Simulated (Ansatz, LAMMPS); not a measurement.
## Elastic response of glassy 68TiO2-32SiO2 (mol %) (84 atoms)

How stiff is glassy 68TiO2-32SiO2 (mol %) (84 atoms), and how do its levels respond to strain?

Program: Ansatz 0.2.0. Level of theory: Kohn-Sham DFT, PBE, PAW (set soft_2), plane waves. Results are calculated unless marked as measured.

**1. The structure**

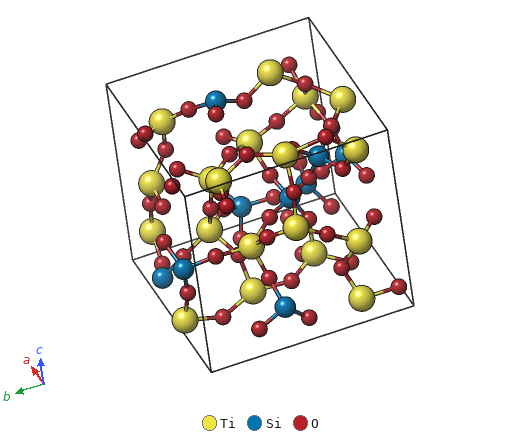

The starting structure, seen from a free direction (titanium yellow, silicon blue, oxygen red). Bonds to atoms that aren't drawn are left out. Some periodic images of atoms are drawn too.

The cell holds 84 atoms: 19 Ti, 9 Si and 56 O. Cell: a = 10.322 Å, b = 10.322 Å, c = 10.322 Å, α = 90.0°, β = 90.0°, γ = 90.0°. 84 atoms (19 Ti, 9 Si, 56 O) placed at random at 3.07 g/cm³, melted at 4000 K for 10 ps at fixed volume with the Morse and Coulomb pair potential with partial charges (Pedone, Malavasi, Menziani, Cormack and Segre, J. Phys. Chem. B 110, 11780 (2006)). Quenched from 4000 K to 300 K at 10 K/ps and fixed volume, held 10 ps at zero pressure.

Limits known from the start: The quench rate of 10 K/ps is many orders above laboratory rates, so the cell is likely richer in defects and strain than a real sample. The starting topology of bonds comes from the classical model, and needn't be the one that DFT or experiment would give. Only the Γ point is sampled.

**2. Single point at the start**

The forces at the start show how far the geometry lies from a minimum of this functional.

Input file input.yaml:

```yaml
crystal:
  lattice:
    - [10.32186, 0.0, 0.0]
    - [0.0, 10.32186, 0.0]
    - [0.0, 0.0, 10.32186]
  atoms:
    - { symbol: Ti, position: [0.72758, 0.44657, 0.63149] }
    - { symbol: Ti, position: [0.19778, 0.44008, 0.89855] }
    - { symbol: Ti, position: [0.58882, 0.73543, 0.33492] }
    - { symbol: Ti, position: [0.43357, 0.30709, 0.13866] }
    - { symbol: Ti, position: [0.49871, 0.71523, 0.67019] }
    - { symbol: Ti, position: [0.9774, 0.89282, 0.13668] }
    - { symbol: Ti, position: [0.26521, 0.64492, 0.41366] }
    - { symbol: Ti, position: [0.89763, 0.79262, 0.77324] }
    - { symbol: Ti, position: [0.73044, 0.29808, 0.97163] }
    - { symbol: Ti, position: [0.8348, 0.11979, 0.70434] }
    - { symbol: Ti, position: [0.04859, 0.48464, 0.59774] }
    - { symbol: Ti, position: [0.14672, 0.12041, 0.83905] }
    - { symbol: Ti, position: [0.88093, 0.89061, 0.46958] }
    - { symbol: Ti, position: [0.5876, 0.01773, 0.80519] }
    - { symbol: Ti, position: [0.36779, 0.97937, 0.05475] }
    - { symbol: Ti, position: [0.06186, 0.19421, 0.40118] }
    - { symbol: Ti, position: [0.03843, 0.22848, 0.10428] }
    - { symbol: Ti, position: [0.40419, 0.62838, 0.064] }
    - { symbol: Ti, position: [0.23109, 0.76256, 0.85157] }
    - { symbol: Si, position: [0.70456, 0.58153, 0.93365] }
    - { symbol: Si, position: [0.67218, 0.96695, 0.09469] }
    - { symbol: Si, position: [0.75621, 0.20034, 0.28672] }
    - { symbol: Si, position: [0.30644, 0.9683, 0.3797] }
    - { symbol: Si, position: [0.07046, 0.58529, 0.16947] }
    - { symbol: Si, position: [0.60294, 0.0392, 0.48972] }
    - { symbol: Si, position: [0.36616, 0.23696, 0.7061] }
    - { symbol: Si, position: [0.79859, 0.51072, 0.24606] }
    - { symbol: Si, position: [0.47256, 0.37003, 0.454] }
    - { symbol: O, position: [0.04587, 0.72947, 0.11499] }
    - { symbol: O, position: [0.34624, 0.36012, 0.80498] }
    - { symbol: O, position: [0.55848, 0.63245, 0.97333] }
    - { symbol: O, position: [0.06704, 0.78992, 0.82428] }
    - { symbol: O, position: [0.19081, 0.06843, 0.41085] }
    - { symbol: O, position: [0.79236, 0.28339, 0.64943] }
    - { symbol: O, position: [0.63819, 0.07373, 0.63139] }
    - { symbol: O, position: [0.91779, 0.79013, 0.60149] }
    - { symbol: O, position: [0.95019, 0.89133, 0.31182] }
    - { symbol: O, position: [0.77195, 0.54125, 0.09368] }
    - { symbol: O, position: [0.47182, 0.65102, 0.23479] }
    - { symbol: O, position: [0.76332, 0.35956, 0.26548] }
    - { symbol: O, position: [0.20208, 0.60272, 0.25616] }
    - { symbol: O, position: [0.05461, 0.34086, 0.50103] }
    - { symbol: O, position: [0.98012, 0.13159, 0.79362] }
    - { symbol: O, position: [0.46017, 0.29901, 0.31227] }
    - { symbol: O, position: [0.71477, 0.61962, 0.32806] }
    - { symbol: O, position: [0.35443, 0.80266, 0.01374] }
    - { symbol: O, position: [0.35744, 0.45373, 0.08484] }
    - { symbol: O, position: [0.90716, 0.17434, 0.30251] }
    - { symbol: O, position: [0.95246, 0.54627, 0.26107] }
    - { symbol: O, position: [0.70586, 0.906, 0.45615] }
    - { symbol: O, position: [0.38206, 0.50458, 0.45113] }
    - { symbol: O, position: [0.66088, 0.14711, 0.39735] }
    - { symbol: O, position: [0.09598, 0.45634, 0.75833] }
    - { symbol: O, position: [0.22696, 0.17181, 0.70024] }
    - { symbol: O, position: [0.62087, 0.86907, 0.21261] }
    - { symbol: O, position: [0.41724, 0.28177, 0.56997] }
    - { symbol: O, position: [0.72852, 0.44098, 0.86781] }
    - { symbol: O, position: [0.81384, 0.91759, 0.06555] }
    - { symbol: O, position: [0.69933, 0.11405, 0.16074] }
    - { symbol: O, position: [0.87474, 0.52065, 0.59941] }
    - { symbol: O, position: [0.54906, 0.85654, 0.75056] }
    - { symbol: O, position: [0.23398, 0.98378, 0.90356] }
    - { symbol: O, position: [0.45428, 0.99828, 0.45024] }
    - { symbol: O, position: [0.7073, 0.14834, 0.86636] }
    - { symbol: O, position: [0.14422, 0.59982, 0.52442] }
    - { symbol: O, position: [0.58003, 0.31732, 0.04406] }
    - { symbol: O, position: [0.26258, 0.82039, 0.42375] }
    - { symbol: O, position: [0.11791, 0.27866, 0.2467] }
    - { symbol: O, position: [0.6139, 0.40545, 0.50321] }
    - { symbol: O, position: [0.04295, 0.04504, 0.09774] }
    - { symbol: O, position: [0.36784, 0.15815, 0.07326] }
    - { symbol: O, position: [0.14814, 0.25164, 0.9611] }
    - { symbol: O, position: [0.81433, 0.94017, 0.77588] }
    - { symbol: O, position: [0.79834, 0.68772, 0.86687] }
    - { symbol: O, position: [0.55766, 0.97938, 0.99276] }
    - { symbol: O, position: [0.89069, 0.26931, 0.03372] }
    - { symbol: O, position: [0.90868, 0.05128, 0.53933] }
    - { symbol: O, position: [0.32944, 0.73323, 0.71009] }
    - { symbol: O, position: [0.44915, 0.13035, 0.78556] }
    - { symbol: O, position: [0.52454, 0.73462, 0.49638] }
    - { symbol: O, position: [0.33102, 0.95744, 0.22542] }
    - { symbol: O, position: [0.60061, 0.58499, 0.70007] }
    - { symbol: O, position: [0.2593, 0.6038, 0.92333] }
    - { symbol: O, position: [0.08841, 0.47476, 0.05555] }
kpoints:
  mp_grid: { grid: [1, 1, 1] }
hamiltonian:
  xc: pbe
scf:
  occupations: { method: gaussian, width: 0.025 }
output:
  forces: true
```

Command:

```sh
$ ansatz run input.yaml --threads 4 --pin off --max-ram 8192MiB --backend cpu --events-out ev --progress --plain --runs-dir out
```

Numbers of over 12 decimals in the logs are rounded to 6 here.

The program printed:

```text
[...]
Pseudopotentials: kind: paw
Pseudopotential: Ti, paw, valence charge 12, recommended cutoff 420 eV (normal), Ti.paw.azcp
Pseudopotential: Si, paw, valence charge 4, recommended cutoff 420 eV (normal), Si.paw.azcp
Pseudopotential: O, paw, valence charge 6, recommended cutoff 420 eV (normal), O.paw.azcp
[... 5 lines on functional and potentials left out ...]
Crystal: 84 atoms, lattice volume = 1099.699 Å³
Basis set: ecut = 420 eV, 21559 PW (Γ), exchange–correlation on 144×144×144 points (8 copies of the dense FFT grid, shifted against one another)
Bands: 384, of which v1, the nominal top of the filled ones, is band 300 counted from 1 (299 counted from 0)
Symmetry: 1 space group operations
Space group: P1 (ITA 1), of the structure as read, at distance tolerance 1.0e-4 Å
k-points: 1
[... 7 lines on functional and potentials left out ...]
Initial density: superposition of atomic densities (neutral atoms: chi_scale 0, normalization atom), corrected by the library's trained network
Initial wavefunctions: pseudopotential atomic-orbital guess
[...]
SCF iter   1: F=—  HF=-85087.863259 eV  |F-HF|=—  |Δ(HF+E_count)|=         —  Δρ=4.09e-3  dr2=1.97e-1  ethr=1.77e-3  ⟨swp⟩=6.0  Hψ=1454  notcnv=0  defer=47
preconditioner: auto → Resta (q_TF=auto, 2.466 Å⁻¹)  ε∞=5.9  [insulator: Δε(μ)=2.579 eV  Ē_g=10.759 eV  σ=0.025 eV  W_gap=1.00  n_scr=256 (ndim 8)  ℏωp=23.7 eV  f_vac=0.125  D(μ)=0.00/eV (n_scr^D=0)  ε∞_Penn≈5.9]
SCF iter   2: F=—  HF=-85087.850595 eV  |F-HF|=—  |Δ(HF+E_count)|=   1.27e-2  Δρ=2.26e-3  dr2=4.70e-2  ethr=3.28e-5  ⟨swp⟩=2.0  Hψ=590  notcnv=0  defer=79
SCF iter   3: F=—  HF=-85087.849848 eV  |F-HF|=—  |Δ(HF+E_count)|=   7.47e-4  Δρ=1.14e-3  dr2=1.99e-2  ethr=7.83e-6  ⟨swp⟩=2.0  Hψ=584  notcnv=0  defer=42
automatic band count: iteration 3 solves 347 bands in place of 384: the levels show a gap, and the empty bands left out lie too high to hold charge; the band table lists the bands solved (type scf.n_extra_bands for more)
SCF iter   4: F=—  HF=-85087.849218 eV  |F-HF|=—  |Δ(HF+E_count)|=   6.30e-4  Δρ=4.53e-4  dr2=3.58e-3  ethr=3.31e-6  ⟨swp⟩=2.0  Hψ=583  notcnv=0  defer=42
SCF iter   5: F=—  HF=-85087.848925 eV  |F-HF|=—  |Δ(HF+E_count)|=   2.94e-4  Δρ=2.36e-4  dr2=7.98e-4  ethr=5.96e-7  ⟨swp⟩=2.0  Hψ=603  notcnv=0  defer=42
[...]
SCF iter  11: F=—  HF=-85087.850430 eV  |F-HF|=—  |Δ(HF+E_count)|=   1.89e-7  Δρ=3.22e-6  dr2=1.33e-7  ethr=1.06e-10  ⟨swp⟩=2.0  Hψ=569  notcnv=0  defer=42
SCF iter  12: F=-85087.850430 eV  HF=-85087.850430 eV  |F-HF|=1.62e-9  |Δ(HF+E_count)|=   6.10e-8  Δρ=1.71e-6  dr2=3.80e-8  ethr=1.67e-11  ⟨swp⟩=3.0  Hψ=951  notcnv=0
SCF 1 converged in 12 iterations: F = -85087.850430 eV  dr2 = 3.80e-8
[...]
SCF converged after 12 iterations
Free energy (F): -85087.850430 eV
Harris-Foulkes:  -85087.850430 eV  (|F-HF|=1.62e-9)
Internal energy: -85087.850430 eV  (E = F + TS)
E sigma→0 (E₀):  -85087.850430 eV
Fermi energy:    6.096993 eV
--- Per-component energies (eV) ---
[...]
Σ components = -85087.850430   (vs F -85087.850430, Δ=0.00e0)
--- Forces (eV/Å), atoms counted from 1 ---
  atom   1  Ti    -2.29363489    -0.33919759     1.48620107
  atom   2  Ti     0.78258946    -1.96493803     0.72487369
  atom   3  Ti     0.19382236     1.52224895    -1.31907521
  atom   4  Ti    -0.38343428    -0.52357243    -0.44652003
[...]
atom  84  O     -0.00440041     0.03647016    -0.28390604
  max |Σ_I F_I| component: 3.05e-5 eV/Å
```

Run time: 12 s. Hardware: 4 threads of Arm Neoverse V2, shared host; peak memory 1.5 GiB; 44 s of CPU time.

Reading the cycles: dr2 is the Hartree energy of the density residual (eV), the measure of convergence; HF is the Harris–Foulkes estimate of the energy, which meets the free energy F at convergence.

The r.m.s. force at the start is 1.1 eV/Å.

**3. Cell and atoms relaxed**

Cell and atoms are freed together, to release stress as well as forces.

Input file input.yaml:

```yaml
crystal:
  lattice:
    - [10.32186, 0.0, 0.0]
    - [0.0, 10.32186, 0.0]
    - [0.0, 0.0, 10.32186]
  atoms:
    [... the 84 atom lines of step 2 ...]
kpoints:
  mp_grid: { grid: [1, 1, 1] }
hamiltonian:
  xc: pbe
scf:
  occupations: { method: gaussian, width: 0.025 }
output:
  forces: true
relax:
  f_tol: 0.05
  max_steps: 150
  cell: {}
```

The program printed:

```text
[...]
Crystal: 84 atoms, lattice volume = 1099.699 Å³
Basis set: ecut = 420 eV, 21559 PW (Γ), exchange–correlation on 144×144×144 points (8 copies of the dense FFT grid, shifted against one another)
Bands: 384, of which v1, the nominal top of the filled ones, is band 300 counted from 1 (299 counted from 0)
Symmetry: 1 space group operations
[...]
k-points: 1
[...]
SCF iter   1: F=—  HF=-85087.863259 eV  |F-HF|=—  |Δ(HF+E_count)|=         —  Δρ=4.09e-3  dr2=1.97e-1  ethr=1.77e-3  ⟨swp⟩=6.0  Hψ=1454  notcnv=0  defer=47
[...]
SCF iter  11: F=—  HF=-85087.850430 eV  |F-HF|=—  |Δ(HF+E_count)|=   1.82e-7  Δρ=3.19e-6  dr2=1.29e-7  ethr=1.03e-10  ⟨swp⟩=2.0  Hψ=569  notcnv=0  defer=79
SCF iter  12: F=-85087.850430 eV  HF=-85087.850430 eV  |F-HF|=1.64e-9  |Δ(HF+E_count)|=   5.93e-8  Δρ=1.69e-6  dr2=3.68e-8  ethr=1.67e-11  ⟨swp⟩=3.0  Hψ=988  notcnv=0
SCF 1 converged in 12 iterations: F = -85087.850430 eV  dr2 = 3.68e-8
[...]
relax step   1: F+E_penalty+E_count = -85087.85042978 eV  Δ(F+E_penalty+E_count) = +0.000e0 eV  max|allowed force component| = 4.905e0 eV/Å  Δτ_max = 0.0000 Å  P = +4.669 GPa  Ω = 1099.699 Å³  (12 SCF iters, dr2 threshold 1.00e-7 eV, accepted)
[... from here on, the SCF cycles and remarks between the steps are left out ...]
relax step   2: F+E_penalty+E_count = -85091.78279224 eV  Δ(F+E_penalty+E_count) = -3.932e0 eV  max|allowed force component| = 3.199e0 eV/Å  Δτ_max = 0.1940 Å  P = +1.376 GPa  Ω = 1112.402 Å³  energy of the carried Pulay correction = -4.474e-2 eV  (10 SCF iters, dr2 threshold 8.40e-6 eV, accepted)
relax step   3: F+E_penalty+E_count = -85093.54373540 eV  Δ(F+E_penalty+E_count) = -1.761e0 eV  max|allowed force component| = 5.612e-1 eV/Å  Δτ_max = 0.2000 Å  P = +0.356 GPa  Ω = 1112.989 Å³  energy of the carried Pulay correction = -4.680e-2 eV  (10 SCF iters, dr2 threshold 8.40e-6 eV, accepted)
relax step   4: F+E_penalty+E_count = -85093.75820889 eV  Δ(F+E_penalty+E_count) = -2.145e-1 eV  max|allowed force component| = 3.864e-1 eV/Å  Δτ_max = 0.2000 Å  P = -0.051 GPa  Ω = 1111.644 Å³  energy of the carried Pulay correction = -4.209e-2 eV  (10 SCF iters, dr2 threshold 8.40e-6 eV, accepted)
relax step   5: F+E_penalty+E_count = -85093.51995028 eV  Δ(F+E_penalty+E_count) = +2.383e-1 eV  max|allowed force component| = 1.453e0 eV/Å  Δτ_max = 0.2000 Å  P = +0.004 GPa  Ω = 1105.211 Å³  energy of the carried Pulay correction = -1.948e-2 eV  (10 SCF iters, dr2 threshold 8.40e-6 eV, rejected (line search))
relax step   6: F+E_penalty+E_count = -85093.86750205 eV  Δ(F+E_penalty+E_count) = -1.093e-1 eV  max|allowed force component| = 2.020e-1 eV/Å  Δτ_max = 0.1000 Å  P = -0.041 GPa  Ω = 1109.657 Å³  energy of the carried Pulay correction = -3.512e-2 eV  (17 SCF iters, accepted)
relax step   7: F+E_penalty+E_count = -85093.92421476 eV  Δ(F+E_penalty+E_count) = -5.671e-2 eV  max|allowed force component| = 1.258e-1 eV/Å  Δτ_max = 0.0976 Å  P = -0.054 GPa  Ω = 1107.367 Å³  energy of the carried Pulay correction = -2.707e-2 eV  (9 SCF iters, dr2 threshold 2.55e-6 eV, accepted)
relax step   8: F+E_penalty+E_count = -85093.97342595 eV  Δ(F+E_penalty+E_count) = -4.921e-2 eV  max|allowed force component| = 2.429e-1 eV/Å  Δτ_max = 0.1500 Å  P = -0.011 GPa  Ω = 1103.739 Å³  energy of the carried Pulay correction = -1.429e-2 eV  (10 SCF iters, dr2 threshold 9.89e-7 eV, accepted)
relax step   9: F+E_penalty+E_count = -85093.99182639 eV  Δ(F+E_penalty+E_count) = -1.840e-2 eV  max|allowed force component| = 1.480e-1 eV/Å  Δτ_max = 0.0909 Å  P = +0.048 GPa  Ω = 1102.415 Å³  energy of the carried Pulay correction = -9.609e-3 eV  (8 SCF iters, dr2 threshold 3.69e-6 eV, accepted)
relax step  10: F+E_penalty+E_count = -85093.98993846 eV  Δ(F+E_penalty+E_count) = +1.888e-3 eV  max|allowed force component| = 4.732e-1 eV/Å  Δτ_max = 0.1250 Å  P = +0.106 GPa  Ω = 1099.412 Å³  energy of the carried Pulay correction = +1.017e-3 eV  (10 SCF iters, dr2 threshold 1.37e-6 eV, rejected (line search))
relax step  11: F+E_penalty+E_count = -85094.00710740 eV  Δ(F+E_penalty+E_count) = -1.528e-2 eV  max|allowed force component| = 1.088e-1 eV/Å  Δτ_max = 0.0614 Å  P = +0.037 GPa  Ω = 1102.396 Å³  energy of the carried Pulay correction = -9.541e-3 eV  (15 SCF iters, accepted)
relax step  12: F+E_penalty+E_count = -85094.01762988 eV  Δ(F+E_penalty+E_count) = -1.052e-2 eV  max|allowed force component| = 2.029e-1 eV/Å  Δτ_max = 0.1000 Å  P = -0.022 GPa  Ω = 1098.474 Å³  energy of the carried Pulay correction = +4.343e-3 eV  (10 SCF iters, dr2 threshold 7.40e-7 eV, rejected (line search))
relax step  13: F+E_penalty+E_count = -85094.02496188 eV  Δ(F+E_penalty+E_count) = -1.785e-2 eV  max|allowed force component| = 8.461e-2 eV/Å  Δτ_max = 0.0477 Å  P = +0.029 GPa  Ω = 1100.116 Å³  energy of the carried Pulay correction = -1.478e-3 eV  (15 SCF iters, accepted)
relax step  14: F+E_penalty+E_count = -85094.03365410 eV  Δ(F+E_penalty+E_count) = -8.692e-3 eV  max|allowed force component| = 1.133e-1 eV/Å  Δτ_max = 0.0489 Å  P = -0.085 GPa  Ω = 1098.776 Å³  energy of the carried Pulay correction = +3.271e-3 eV  (10 SCF iters, dr2 threshold 4.47e-7 eV, accepted)
relax step  15: F+E_penalty+E_count = -85094.04497462 eV  Δ(F+E_penalty+E_count) = -1.132e-2 eV  max|allowed force component| = 1.188e-1 eV/Å  Δτ_max = 0.0404 Å  P = -0.065 GPa  Ω = 1097.077 Å³  energy of the carried Pulay correction = +9.301e-3 eV  (9 SCF iters, dr2 threshold 8.03e-7 eV, accepted)
relax step  16: F+E_penalty+E_count = -85094.07144351 eV  Δ(F+E_penalty+E_count) = -2.647e-2 eV  max|allowed force component| = 1.612e-1 eV/Å  Δτ_max = 0.1115 Å  P = -0.067 GPa  Ω = 1092.867 Å³  energy of the carried Pulay correction = +2.428e-2 eV  (10 SCF iters, dr2 threshold 8.83e-7 eV, accepted)
relax step  17: F+E_penalty+E_count = -85094.07032354 eV  Δ(F+E_penalty+E_count) = +1.120e-3 eV  max|allowed force component| = 5.974e-1 eV/Å  Δτ_max = 0.1688 Å  P = +0.221 GPa  Ω = 1086.436 Å³  energy of the carried Pulay correction = +4.727e-2 eV  (11 SCF iters, dr2 threshold 1.62e-6 eV, rejected (line search))
relax step  18: F+E_penalty+E_count = -85094.14183735 eV  Δ(F+E_penalty+E_count) = -7.039e-2 eV  max|allowed force component| = 8.562e-2 eV/Å  Δτ_max = 0.0844 Å  P = -0.005 GPa  Ω = 1090.692 Å³  energy of the carried Pulay correction = +3.204e-2 eV  (15 SCF iters, accepted)
relax step  19: F+E_penalty+E_count = -85094.14667809 eV  Δ(F+E_penalty+E_count) = -4.841e-3 eV  max|allowed force component| = 1.818e-1 eV/Å  Δτ_max = 0.0815 Å  P = -0.073 GPa  Ω = 1089.114 Å³  energy of the carried Pulay correction = +3.768e-2 eV  (10 SCF iters, dr2 threshold 4.58e-7 eV, rejected (line search))
relax step  20: F+E_penalty+E_count = -85094.16038707 eV  Δ(F+E_penalty+E_count) = -1.855e-2 eV  max|allowed force component| = 3.819e-2 eV/Å  Δτ_max = 0.0407 Å  P = +0.003 GPa  Ω = 1089.435 Å³  energy of the carried Pulay correction = +3.653e-2 eV  (14 SCF iters, accepted)
relax step  21: F+E_penalty+E_count = -85094.15950936 eV  Δ(F+E_penalty+E_count) = +8.777e-4 eV  max|allowed force component| = 1.881e-1 eV/Å  Δτ_max = 0.0414 Å  P = +0.038 GPa  Ω = 1087.721 Å³  energy of the carried Pulay correction = +4.267e-2 eV  (14 SCF iters, rejected (line search))
relax step  22: F+E_penalty+E_count = -85094.16250620 eV  Δ(F+E_penalty+E_count) = -2.119e-3 eV  max|allowed force component| = 3.986e-2 eV/Å  Δτ_max = 0.0157 Å  P = -0.029 GPa  Ω = 1089.196 Å³  energy of the carried Pulay correction = +3.739e-2 eV  (13 SCF iters, accepted)
relax step  23: F+E_penalty+E_count = -85094.12809657 eV  Δ(F+E_penalty+E_count) = +3.441e-2 eV  max|allowed force component| = 4.011e-2 eV/Å  Δτ_max = 0.0000 Å  P = -0.066 GPa  Ω = 1089.196 Å³  stress off target by 1.86e-1 GPa  SCF on the basis re-selected at this cell (its energy is not comparable with the rows above)  (8 SCF iters)
relax step  24: F+E_penalty+E_count = -85094.13160669 eV  Δ(F+E_penalty+E_count) = -3.510e-3 eV  max|allowed force component| = 6.425e-2 eV/Å  Δτ_max = 0.0211 Å  P = +0.035 GPa  Ω = 1088.026 Å³  energy of the carried Pulay correction = +4.876e-3 eV  (10 SCF iters, dr2 threshold 8.64e-8 eV, rejected (line search))
relax step  25: F+E_penalty+E_count = -85094.13376829 eV  Δ(F+E_penalty+E_count) = -5.672e-3 eV  max|allowed force component| = 3.017e-2 eV/Å  Δτ_max = 0.0099 Å  P = +0.020 GPa  Ω = 1088.349 Å³  energy of the carried Pulay correction = +3.435e-3 eV  (13 SCF iters, accepted)
relax step  26: F+E_penalty+E_count = -85094.13197848 eV  Δ(F+E_penalty+E_count) = +1.790e-3 eV  max|allowed force component| = 3.010e-2 eV/Å  Δτ_max = 0.0000 Å  P = +0.016 GPa  Ω = 1088.349 Å³  stress off target by 3.72e-2 GPa  SCF on the basis re-selected at this cell (its energy is not comparable with the rows above)  (6 SCF iters)
[...]
SCF converged after 6 iterations
Free energy (F): -85094.131978 eV
[...]
Internal energy: -85094.131978 eV  (E = F + TS)
E sigma→0 (E₀):  -85094.131978 eV
Fermi energy:    6.156316 eV
[...]
Σ components = -85094.131978   (vs F -85094.131978, Δ=0.00e0)
--- Forces (eV/Å), atoms counted from 1 ---
  atom   1  Ti     0.00612074     0.00470087    -0.02474215
  atom   2  Ti     0.00403479     0.01422241    -0.00021776
  atom   3  Ti     0.01121184    -0.01111452    -0.02365690
  atom   4  Ti     0.00938222    -0.00652358    -0.00515772
[...]
atom  84  O      0.00131735    -0.00212602     0.00179297
  max |Σ_I F_I| component: 1.85e-5 eV/Å
--- Stress (GPa, compression-positive) ---
       -0.002064       0.002180      -0.015988
        0.002180       0.022180       0.005716
       -0.015988       0.005715       0.029096
  P = ⅓ Tr σ = 0.0164 GPa (0.164 kbar)
--- Relaxed structure (24 steps of the walk, 17 accepted, 2 SCFs on fresh bases) ---
  F+E_penalty+E_count = -85094.13197848 eV   max|allowed force component| = 3.010e-2 eV/Å   (the final SCF, on the basis selected at the relaxed cell)
  cell:  # Å, volume = 1088.3490 Å³
    - [10.430298, -0.024199, -0.113396]
    - [-0.024199, 10.147856, -0.067660]
    - [-0.113396, -0.067660, 10.284208]
  atoms:
    - { symbol: Ti, position: [0.710636, 0.460412, 0.648294] }
    - { symbol: Ti, position: [0.189597, 0.431385, 0.906189] }
    - { symbol: Ti, position: [0.590258, 0.744264, 0.305944] }
    - { symbol: Ti, position: [0.441846, 0.312680, 0.150469] }
[...]
- { symbol: O, position: [0.090354, 0.452360, 0.069846] }
```

Elapsed: 5.8 min, on 4 threads; peak memory 1.5 GiB.

The relaxation converged after 24 steps, with a largest force component of 0.030 eV/Å.

(Continued in part 2 of 4.)

[Logs are printed without paths, hosts, clocks, repeated set-up lines and the standing remarks that a program may print on its own settings, such as how far it seeks lower states.]

[Hosts, paths, dates, database ids (printed as entryN), source tags and the programs' standing remarks are cut or masked in the printed files.]
